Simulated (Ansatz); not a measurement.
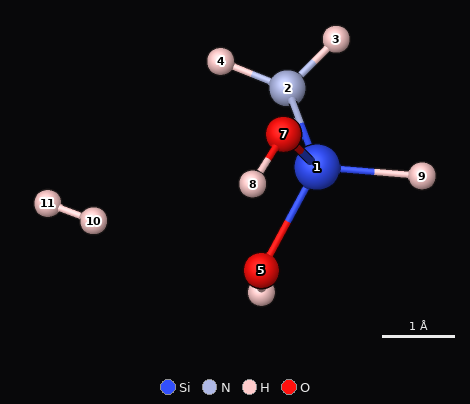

*The input geometry (ball-and-stick view, seen at a tilt; atoms are numbered from 1 in the order of the input).*

# Run report: SiNH$_{7}$O$_{2}$, nudged elastic band (part 1 of 2)

The run: nudged elastic band of SiNH$_{7}$O$_{2}$. Method and program: RKS B3LYP-D4/6-31G* (Ansatz 0.2.0).

The run did not end well. It belongs to a series of runs on one base structure; here: band between the two ends.

Input file:
```yaml
crystal:
  periodic: [false, false, false]
  atoms:
    - { symbol: Si, position_ang: [-0.444873, -0.365614, 0.172998] }
    - { symbol: "N", position_ang: [-0.200818, -0.403179, 1.872128] }
    - { symbol: H, position_ang: [-0.752701, -1.044501, 2.429081] }
    - { symbol: H, position_ang: [-0.014195, 0.452262, 2.383114] }
    - { symbol: O, position_ang: [0.972986, 0.028231, -0.609945] }
    - { symbol: H, position_ang: [1.755386, -0.423251, -0.262816] }
    - { symbol: O, position_ang: [-1.510165, 0.794277, -0.345117] }
    - { symbol: H, position_ang: [-1.201592, 1.312414, -1.102239] }
    - { symbol: H, position_ang: [-0.934445, -1.723385, -0.172686] }
    - { symbol: H, position_ang: [1.97559, 1.880269, 0.85912] }
    - { symbol: H, position_ang: [2.267228, 2.356977, 1.351562] }
basis:
  gaussian: { orbitals: "6-31G*" }
hamiltonian:
  xc: b3lyp
  dispersion: d4
neb:
  order_check: false
  images: 7
  f_tol: 0.05
  max_iterations: 53
  final_atoms:
    - { symbol: Si, position_ang: [-0.96025135, -0.14840777, -0.46126077] }
    - { symbol: "N", position_ang: [1.43456843, 0.47032404, 2.27775477] }
    - { symbol: H, position_ang: [1.76919743, -0.15278189, 3.01105219] }
    - { symbol: H, position_ang: [2.19371407, 1.11437523, 2.06273458] }
    - { symbol: O, position_ang: [0.45003507, -0.83569229, 0.01958666] }
    - { symbol: H, position_ang: [0.85932737, -0.40778282, 0.82042782] }
    - { symbol: O, position_ang: [-0.79638458, 1.38191503, -1.11423101] }
    - { symbol: H, position_ang: [-0.27605074, 1.41437563, -1.93022305] }
    - { symbol: H, position_ang: [-1.54295507, -1.08354768, -1.46090047] }
    - { symbol: H, position_ang: [-1.90077512, 0.08522686, 0.66975178] }
    - { symbol: H, position_ang: [0.68197548, 1.02649567, 2.6805075] }
  initial_path:
    images:
      - { positions_ang: [[-0.444873, -0.365614, 0.172998], [-0.200818, -0.403179, 1.872128], [-0.752701, -1.044501, 2.429081], [-0.014195, 0.452262, 2.383114], [0.972986, 0.028231, -0.609945], [1.755386, -0.423251, -0.262816], [-1.510165, 0.794277, -0.345117], [-1.201592, 1.312414, -1.102239], [-0.934445, -1.723385, -0.172686], [1.97559, 1.880269, 0.85912], [2.267228, 2.356977, 1.351562]] }
      - { positions_ang: [[-0.33083288, -0.2774829, 0.13041736], [-0.14953058, -0.29922714, 1.94722398], [-0.7805658, -0.85423018, 2.49762991], [0.20671019, 0.41950584, 2.46275232], [1.12880711, 0.03034158, -0.59552764], [1.80321468, -0.54365739, -0.36128731], [-1.33924021, 0.92621963, -0.40265701], [-1.34487767, 1.24798035, -1.02607042], [-0.85884569, -1.60101203, -0.24730298], [1.70229714, 1.76454275, 0.78022884], [1.87526471, 2.05151951, 1.38979295]] }
      - { positions_ang: [[-0.21679276, -0.18935181, 0.08783673], [-0.09824317, -0.19527528, 2.02231995], [-0.80843061, -0.66395937, 2.56617882], [0.42761539, 0.38674967, 2.54239064], [1.28462822, 0.03245215, -0.58111028], [1.85104336, -0.66406378, -0.45975862], [-1.16831542, 1.05816225, -0.46019702], [-1.48816333, 1.18354671, -0.94990183], [-0.78324638, -1.47863906, -0.32191996], [1.42900427, 1.64881651, 0.70133768], [1.48330143, 1.74606201, 1.4280239]] }
      - { positions_ang: [[-0.10275264, -0.10122071, 0.04525609], [-0.04695575, -0.09132342, 2.09741593], [-0.83629541, -0.47368855, 2.63472773], [0.64852058, 0.35399351, 2.62202896], [1.44044934, 0.03456273, -0.56669293], [1.89887203, -0.78447018, -0.55822994], [-0.99739064, 1.19010488, -0.51773703], [-1.631449, 1.11911306, -0.87373325], [-0.70764707, -1.35626609, -0.39653693], [1.15571141, 1.53309026, 0.62244653], [1.09133814, 1.44060452, 1.46625484]] }
      - { positions_ang: [[0.01128748, -0.01308962, 0.00267546], [0.00433167, 0.01262844, 2.1725119], [-0.86416022, -0.28341774, 2.70327664], [0.86942578, 0.32123734, 2.70166727], [1.59627045, 0.03667331, -0.55227557], [1.94670071, -0.90487657, -0.65670125], [-0.82646585, 1.32204751, -0.57527704], [-1.77473467, 1.05467941, -0.79756466], [-0.63204776, -1.23389312, -0.47115391], [0.88241855, 1.41736401, 0.54355537], [0.69937486, 1.13514702, 1.50448579]] }
      - { positions_ang: [[-0.23159723, -0.04691915, -0.1133086], [0.36189086, 0.12705234, 2.19882262], [-0.2058208, -0.25075877, 2.78022052], [1.20049785, 0.51952181, 2.5419341], [1.3097116, -0.18141809, -0.40931001], [1.67485738, -0.78060313, -0.28741898], [-0.81894553, 1.33701439, -0.71001553], [-1.40006368, 1.14460347, -1.08072926], [-0.85977459, -1.19630676, -0.71859055], [0.18662013, 1.08432972, 0.57510447], [0.69502501, 1.10798418, 1.79849122]] }
      - { positions_ang: [[-0.47448193, -0.08074869, -0.22929266], [0.71945005, 0.24147624, 2.22513334], [0.45251861, -0.21809981, 2.85716441], [1.53156993, 0.71780629, 2.38220093], [1.02315276, -0.39950949, -0.26634445], [1.40301404, -0.6563297, 0.08186329], [-0.81142521, 1.35198127, -0.84475403], [-1.0253927, 1.23452752, -1.36389385], [-1.08750141, -1.1587204, -0.96602719], [-0.50917829, 0.75129544, 0.60665357], [0.69067517, 1.08082135, 2.09249664]] }
      - { positions_ang: [[-0.71736664, -0.11457823, -0.34527671], [1.07700924, 0.35590014, 2.25144405], [1.11085802, -0.18544085, 2.9341083], [1.862642, 0.91609076, 2.22246776], [0.73659392, -0.61760089, -0.1233789], [1.13117071, -0.53205626, 0.45114555], [-0.80390489, 1.36694815, -0.97949252], [-0.65072172, 1.32445157, -1.64705845], [-1.31522824, -1.12113404, -1.21346383], [-1.2049767, 0.41826115, 0.63820268], [0.68632532, 1.05365851, 2.38650207]] }
      - { positions_ang: [[-0.96025135, -0.14840777, -0.46126077], [1.43456843, 0.47032404, 2.27775477], [1.76919743, -0.15278189, 3.01105219], [2.19371407, 1.11437523, 2.06273458], [0.45003507, -0.83569229, 0.01958666], [0.85932737, -0.40778282, 0.82042782], [-0.79638458, 1.38191503, -1.11423101], [-0.27605074, 1.41437563, -1.93022305], [-1.54295507, -1.08354768, -1.46090047], [-1.90077512, 0.08522686, 0.66975178], [0.68197548, 1.02649567, 2.6805075]] }
```

Machine: 1 thread of Arm Neoverse V1, 24 GiB of memory available, shared host.

Launch command:
```bash
ansatz run input.yaml --threads 1 --pin off --max-ram 2048MiB --backend cpu --events-out ev --progress --plain --runs-dir out
```

Log:
```
Engine: ansatz 0.2.0, aarch64-unknown-linux-gnu
Functional definition: B3LYP
  parameter a0 = 0.2
  parameter ax = 0.72
  parameter ac = 0.81
  exchange = (1 - a0 - ax)*slater_x + ax*b88_x + a0*exact_x
  correlation = (1 - ac)*vwn_rpa_c + ac*lyp_c
851 factors; integrals over basis functions are off by at most 8.0e-4 eV
mean field evaluation 1: about -13565.8534 eV, gradient 8.3e1 eV
mean field evaluation 2: about -13550.1338 eV, gradient 1.2e2 eV
mean field evaluation 4: about -13577.9871 eV, gradient 4.0e0 eV
mean field evaluation 8: about -13578.0302 eV, gradient 2.1e-2 eV
mean field -13578.03019263 eV, -498.9834060597 hartree, gradient 5.0e-5 eV, S^2 0.000000; 0 other end points of the search recorded, 0 dependent functions left out
the calculation of the forces begins
reference -13578.03043598 eV, -498.9834150028 hartree; 22, 22 occupied and 56, 56 virtual orbitals, 851 factors
851 factors; integrals over basis functions are off by at most 4.7e-4 eV
mean field evaluation 16: about -13549.6461 eV, gradient 1.2e2 eV
mean field -13578.02454750 eV, -498.9831986052 hartree, gradient 8.4e-6 eV, S^2 0.000000; 0 other end points of the search recorded, 0 dependent functions left out
[... from here on the field's lines of each further geometry are left out, up to the last ...]
NEB iter   1: max|band force component| = 9.181e1 eV/Å  barrier→ = 33.1592 eV  barrier← = 33.1078 eV  Δτ_max = 0.2000 Å  (223 SCF iters)
NEB iter   2: max|band force component| = 1.460e1 eV/Å  barrier→ = 9.6868 eV  barrier← = 9.6354 eV  Δτ_max = 0.2000 Å  (214 SCF iters)
NEB iter   3: max|band force component| = 1.043e1 eV/Å  barrier→ = 4.9666 eV  barrier← = 4.9152 eV  Δτ_max = 0.2000 Å  (194 SCF iters)
NEB iter   4: max|band force component| = 4.953e0 eV/Å  barrier→ = 3.4173 eV  barrier← = 3.3659 eV  Δτ_max = 0.2000 Å  (194 SCF iters)
NEB iter   5: max|band force component| = 3.070e0 eV/Å  barrier→ = 3.4462 eV  barrier← = 3.3947 eV  Δτ_max = 0.2000 Å  (190 SCF iters)
NEB iter   6: max|band force component| = 1.689e0 eV/Å  barrier→ = 3.1472 eV  barrier← = 3.0958 eV  Δτ_max = 0.2000 Å  (188 SCF iters)
NEB iter   7: max|band force component| = 2.240e0 eV/Å  barrier→ = 2.1555 eV  barrier← = 2.1041 eV  Δτ_max = 0.1013 Å  (189 SCF iters)
NEB iter   8: max|band force component| = 1.898e0 eV/Å  barrier→ = 1.6311 eV  barrier← = 1.5797 eV  Δτ_max = 0.1006 Å  (187 SCF iters)
NEB iter   9: max|band force component| = 1.285e0 eV/Å  barrier→ = 1.3391 eV  barrier← = 1.2877 eV  Δτ_max = 0.1002 Å  (189 SCF iters)
NEB iter  10: max|band force component| = 7.251e-1 eV/Å  barrier→ = 1.2045 eV  barrier← = 1.1531 eV  Δτ_max = 0.1003 Å  (188 SCF iters)
NEB iter  11: max|band force component| = 5.903e-1 eV/Å  barrier→ = 1.1784 eV  barrier← = 1.1270 eV  Δτ_max = 0.1008 Å  (185 SCF iters)
NEB iter  12: max|band force component| = 9.568e-1 eV/Å  barrier→ = 1.1424 eV  barrier← = 1.0910 eV  CI = image 3  Δτ_max = 0.1001 Å  (189 SCF iters)
NEB iter  13: max|band force component| = 7.547e-1 eV/Å  barrier→ = 1.1559 eV  barrier← = 1.1045 eV  CI = image 3  Δτ_max = 0.2000 Å  (187 SCF iters)
NEB iter  14: max|band force component| = 1.072e0 eV/Å  barrier→ = 1.2028 eV  barrier← = 1.1514 eV  CI = image 3  Δτ_max = 0.2000 Å  (184 SCF iters)
NEB iter  15: max|band force component| = 1.603e0 eV/Å  barrier→ = 1.5309 eV  barrier← = 1.4794 eV  CI = image 3  Δτ_max = 0.2000 Å  (188 SCF iters)
NEB iter  16: max|band force component| = 1.993e0 eV/Å  barrier→ = 2.0526 eV  barrier← = 2.0012 eV  CI = image 3  Δτ_max = 0.2000 Å  (188 SCF iters)
NEB iter  17: max|band force component| = 2.284e0 eV/Å  barrier→ = 2.4453 eV  barrier← = 2.3939 eV  CI = image 3  Δτ_max = 0.1983 Å  (186 SCF iters)
NEB iter  18: max|band force component| = 1.749e0 eV/Å  barrier→ = 2.7673 eV  barrier← = 2.7158 eV  CI = image 3  Δτ_max = 0.1986 Å  (184 SCF iters)
NEB iter  19: max|band force component| = 1.321e0 eV/Å  barrier→ = 2.8374 eV  barrier← = 2.7860 eV  CI = image 3  Δτ_max = 0.1992 Å  (187 SCF iters)
NEB iter  20: max|band force component| = 1.036e0 eV/Å  barrier→ = 2.8435 eV  barrier← = 2.7920 eV  CI = image 3  Δτ_max = 0.1999 Å  (186 SCF iters)
NEB iter  21: max|band force component| = 5.078e-1 eV/Å  barrier→ = 2.7937 eV  barrier← = 2.7423 eV  CI = image 3  Δτ_max = 0.2000 Å  (185 SCF iters)
NEB iter  22: max|band force component| = 5.517e-1 eV/Å  barrier→ = 2.7973 eV  barrier← = 2.7459 eV  CI = image 3  Δτ_max = 0.0999 Å  (185 SCF iters)
NEB iter  23: max|band force component| = 3.773e-1 eV/Å  barrier→ = 2.7777 eV  barrier← = 2.7263 eV  CI = image 3  Δτ_max = 0.0993 Å  (179 SCF iters)
NEB iter  24: max|band force component| = 4.370e-1 eV/Å  barrier→ = 2.7576 eV  barrier← = 2.7062 eV  CI = image 3  Δτ_max = 0.0503 Å  (182 SCF iters)
NEB iter  25: max|band force component| = 1.634e-1 eV/Å  barrier→ = 2.7403 eV  barrier← = 2.6888 eV  CI = image 3  Δτ_max = 0.0854 Å  (182 SCF iters)
NEB iter  26: max|band force component| = 1.447e-1 eV/Å  barrier→ = 2.7241 eV  barrier← = 2.6727 eV  CI = image 3  Δτ_max = 0.1005 Å  (180 SCF iters)
NEB iter  27: max|band force component| = 2.311e-1 eV/Å  barrier→ = 2.7159 eV  barrier← = 2.6644 eV  CI = image 3  Δτ_max = 0.0504 Å  (177 SCF iters)
NEB iter  28: max|band force component| = 1.445e-1 eV/Å  barrier→ = 2.7109 eV  barrier← = 2.6594 eV  CI = image 3  Δτ_max = 0.0505 Å  (177 SCF iters)
NEB iter  29: max|band force component| = 1.184e-1 eV/Å  barrier→ = 2.7066 eV  barrier← = 2.6551 eV  CI = image 3  Δτ_max = 0.0500 Å  (179 SCF iters)
NEB iter  30: max|band force component| = 6.923e-2 eV/Å  barrier→ = 2.7026 eV  barrier← = 2.6512 eV  CI = image 3  Δτ_max = 0.0500 Å  (183 SCF iters)
NEB iter  31: max|band force component| = 6.789e-2 eV/Å  barrier→ = 2.6956 eV  barrier← = 2.6442 eV  CI = image 3  Δτ_max = 0.0250 Å  (181 SCF iters)
NEB iter  32: max|band force component| = 6.129e-2 eV/Å  barrier→ = 2.6913 eV  barrier← = 2.6399 eV  CI = image 3  Δτ_max = 0.0250 Å  (172 SCF iters)
NEB iter  33: max|band force component| = 6.468e-2 eV/Å  barrier→ = 2.6869 eV  barrier← = 2.6355 eV  CI = image 3  Δτ_max = 0.0125 Å  (180 SCF iters)
NEB iter  34: max|band force component| = 6.709e-2 eV/Å  barrier→ = 2.6845 eV  barrier← = 2.6331 eV  CI = image 3  Δτ_max = 0.0125 Å  (166 SCF iters)
NEB iter  35: max|band force component| = 7.343e-2 eV/Å  barrier→ = 2.6820 eV  barrier← = 2.6306 eV  CI = image 3  Δτ_max = 0.0252 Å  (164 SCF iters)
NEB iter  36: max|band force component| = 8.871e-2 eV/Å  barrier→ = 2.6765 eV  barrier← = 2.6251 eV  CI = image 3  Δτ_max = 0.0504 Å  (177 SCF iters)
NEB iter  37: max|band force component| = 1.163e-1 eV/Å  barrier→ = 2.6639 eV  barrier← = 2.6124 eV  CI = image 3  Δτ_max = 0.0502 Å  (179 SCF iters)
NEB iter  38: max|band force component| = 2.575e-1 eV/Å  barrier→ = 2.6480 eV  barrier← = 2.5966 eV  CI = image 3  Δτ_max = 0.0251 Å  (179 SCF iters)
NEB iter  39: max|band force component| = 1.581e-1 eV/Å  barrier→ = 2.6383 eV  barrier← = 2.5869 eV  CI = image 3  Δτ_max = 0.0501 Å  (159 SCF iters)
NEB iter  40: max|band force component| = 2.763e-1 eV/Å  barrier→ = 2.6172 eV  barrier← = 2.5658 eV  CI = image 3  Δτ_max = 0.0250 Å  (184 SCF iters)
NEB iter  41: max|band force component| = 1.996e-1 eV/Å  barrier→ = 2.6057 eV  barrier← = 2.5542 eV  CI = image 3  Δτ_max = 0.0503 Å  (166 SCF iters)
NEB iter  42: max|band force component| = 2.292e-1 eV/Å  barrier→ = 2.5825 eV  barrier← = 2.5311 eV  CI = image 3  Δτ_max = 0.1002 Å  (188 SCF iters)
NEB iter  43: max|band force component| = 2.608e-1 eV/Å  barrier→ = 2.5303 eV  barrier← = 2.4789 eV  CI = image 3  Δτ_max = 0.1003 Å  (184 SCF iters)
NEB iter  44: max|band force component| = 2.755e-1 eV/Å  barrier→ = 2.4749 eV  barrier← = 2.4234 eV  CI = image 3  Δτ_max = 0.2000 Å  (189 SCF iters)
NEB iter  45: max|band force component| = 2.597e-1 eV/Å  barrier→ = 2.3756 eV  barrier← = 2.3241 eV  CI = image 3  Δτ_max = 0.1974 Å  (183 SCF iters)
NEB iter  46: max|band force component| = 5.189e-1 eV/Å  barrier→ = 2.3312 eV  barrier← = 2.2798 eV  CI = image 3  Δτ_max = 0.0998 Å  (189 SCF iters)
NEB iter  47: max|band force component| = 2.359e-1 eV/Å  barrier→ = 2.3260 eV  barrier← = 2.2746 eV  CI = image 3  Δτ_max = 0.2000 Å  (188 SCF iters)
NEB iter  48: max|band force component| = 1.087e0 eV/Å  barrier→ = 2.3090 eV  barrier← = 2.2576 eV  CI = image 3  Δτ_max = 0.1004 Å  (193 SCF iters)
NEB iter  49: max|band force component| = 4.041e-1 eV/Å  barrier→ = 2.3133 eV  barrier← = 2.2619 eV  CI = image 3  Δτ_max = 0.2000 Å  (187 SCF iters)
NEB iter  50: max|band force component| = 8.171e-1 eV/Å  barrier→ = 2.3103 eV  barrier← = 2.2589 eV  CI = image 3  Δτ_max = 0.0988 Å  (193 SCF iters)
NEB iter  51: max|band force component| = 2.486e-1 eV/Å  barrier→ = 2.3091 eV  barrier← = 2.2577 eV  CI = image 3  Δτ_max = 0.1271 Å  (187 SCF iters)
NEB iter  52: max|band force component| = 1.627e-1 eV/Å  barrier→ = 2.3077 eV  barrier← = 2.2563 eV  CI = image 3  Δτ_max = 0.2000 Å  (182 SCF iters)
the calculation of the forces begins
reference -13577.93974284 eV, -498.9800820912 hartree; 22, 22 occupied and 56, 56 virtual orbitals, 851 factors
these checks for a lower state are left out or cut short: starts, cluster_reference, orbital_swaps, neighbouring_geometries, increment
849 factors; integrals over basis functions are off by at most 5.6e-4 eV
mean field evaluation 2528: about -13577.9415 eV, gradient 1.1e-4 eV
mean field -13577.94150226 eV, -498.9801467488 hartree, gradient 5.0e-6 eV, S^2 0.000000; 0 other end points of the search recorded, 0 dependent functions left out
the calculation of the forces begins
reference -13577.94175453 eV, -498.9801560194 hartree; 22, 22 occupied and 56, 56 virtual orbitals, 849 factors
NEB iter  53: max|band force component| = 1.451e0 eV/Å  barrier→ = 2.3064 eV  barrier← = 2.2550 eV  CI = image 3  Δτ_max = 0.1012 Å  (196 SCF iters)
```

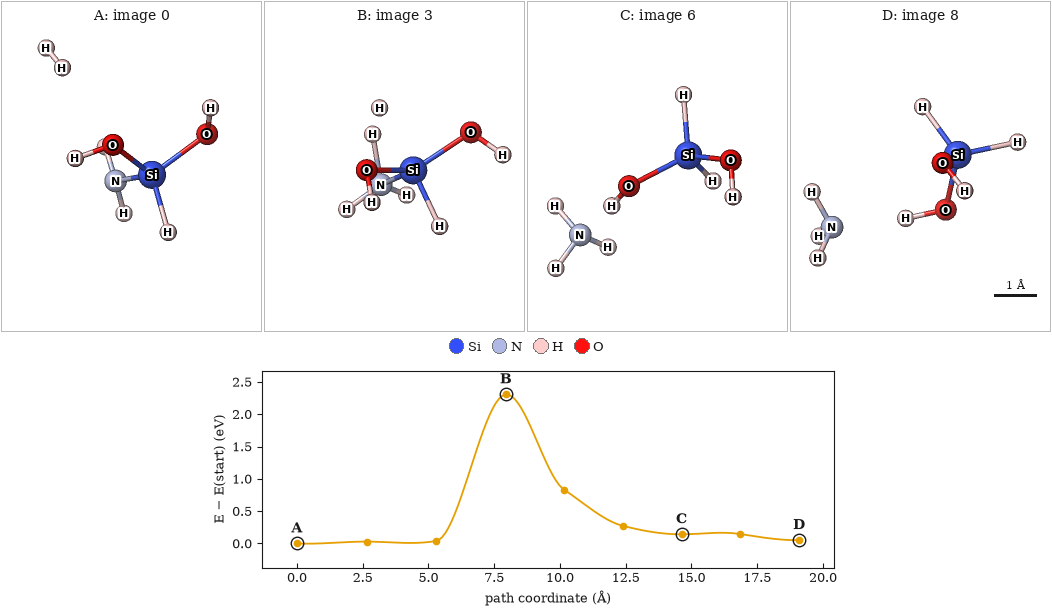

*Images of the last band (counted from 0; ball-and-stick, seen at a tilt) above the energy along the path; the line is a cubic interpolation that uses the forces.*

The highest image is number 3, 2.306 eV above the start and 2.255 eV above the end (the climbing image); the end lies 0.051 eV above the start. The path is 19.09 Å long. The band had not converged after 53 iterations.
